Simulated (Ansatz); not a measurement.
CuH₆NOSi₂

Input

```
crystal:
  periodic: [false, false, false]
  atoms:
    - {symbol: Cu, position_ang: [-1.969683, -0.451973, -2.958079]}
    - {symbol: N, position_ang: [-3.359204, -0.933422, -1.694832]}
    - {symbol: O, position_ang: [-0.904152, 0.085271, -0.609275]}
    - {symbol: Si, position_ang: [-2.150338, -0.917097, -0.299635]}
    - {symbol: Si, position_ang: [-0.106280, 0.300481, -2.191688]}
    - {symbol: H, position_ang: [-4.109567, -0.247559, -1.586426]}
    - {symbol: H, position_ang: [-3.812222, -1.845925, -1.777798]}
    - {symbol: H, position_ang: [-2.875096, -0.455097, 0.909422]}
    - {symbol: H, position_ang: [-1.800787, -2.356240, -0.201041]}
    - {symbol: H, position_ang: [0.304219, 1.738894, -2.141152]}
    - {symbol: H, position_ang: [1.176568, -0.463083, -2.054253]}
basis:
  gaussian:
    orbitals: def2-SVPD
hamiltonian:
  xc: {name: PBE0}
output: {forces: true, orbitals: {seedname: orbitals}}
```

Run with:

```sh
ansatz run input.yaml --threads 2 --pin off --max-ram 4350MiB --events-out events.jsonl --progress --plain --runs-dir runs
```

Geometry: B3LYP/6-31G*.

Method: isolated molecule in a Gaussian basis; Kohn-Sham density functional theory, functional PBE0 (Ansatz).

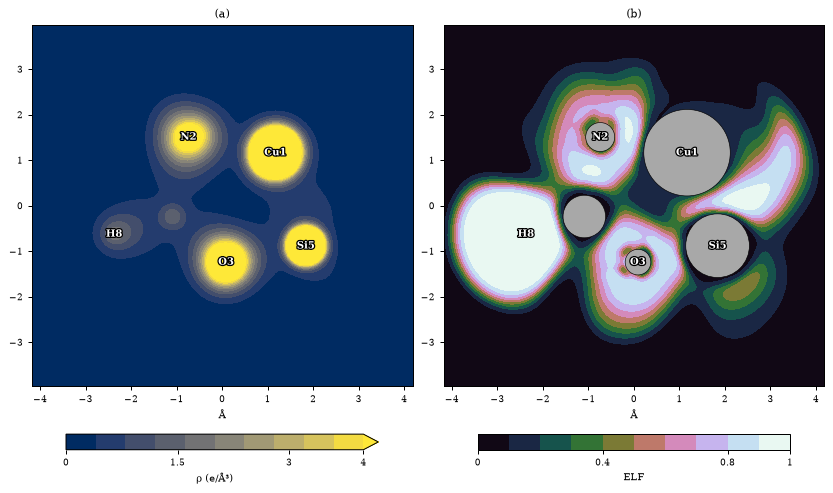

Figure 1. (a) electron density; (b) electron localisation function on the plane of atoms Cu1, Si5 and O3. Grey discs cover the atomic cores in the ELF map.

Question: Interpret the plot.

Answer:
- Atoms in the plane: Cu, N, O, Si and H.
- Cu–N (1.94 Å): the density is about 0.66 e/Å³ at the midpoint; the ELF peaks at about 0.90 in the valence shell of N, 0.6 Å from its nucleus, and is about 0.20 at the midpoint.
- Cu–Si (2.15 Å): ρ is about 0.6 e/Å³ halfway; the ELF peaks at about 0.75 between the atoms.
- Si–O (1.79 Å): ρ at the midpoint is about 0.79 e/Å³; the ELF peaks at about 0.85 between the atoms; a polar covalent bond.
- The ELF also peaks beside O3, away from the bonds: lone-pair regions.

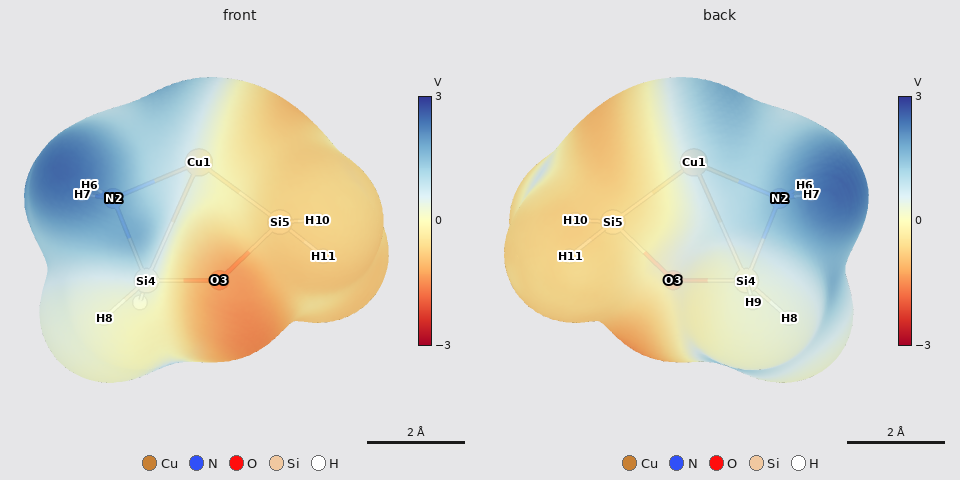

Figure 2. The electrostatic potential painted on the density surface at 0.002 e/bohr³, seen from the front and from behind; the colour scale runs from red (negative) to blue (positive).

Question: Describe the electrostatic potential map.

Answer: The most negative region (about −1.5 V, or −35 kcal/mol for a unit charge) lies over O3, the most positive (about +2.5 V, or +58 kcal/mol for a unit charge) over H6 and H7. O3 is the likeliest acceptor of a hydrogen bond.

Question: How polar is the molecule by this calculation?

Answer: Its dipole moment is 5.45 D.

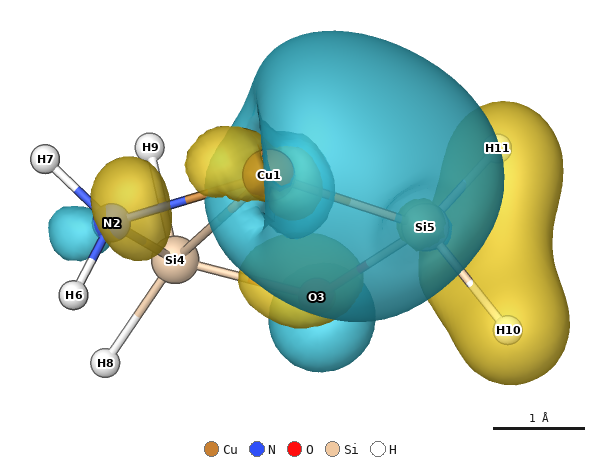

Figure 3. One frontier orbital at ±0.1 Å⁻³ᐟ² (yellow and cyan are the two phases), seen from one side.

Question: Which orbital is it: HOMO or LUMO?

Answer: The HOMO, at −5.65 eV. Its weight (Hirshfeld) is mainly on Cu1 (about 45 %), Si5 (about 35 %) and O3 (about 5 %).
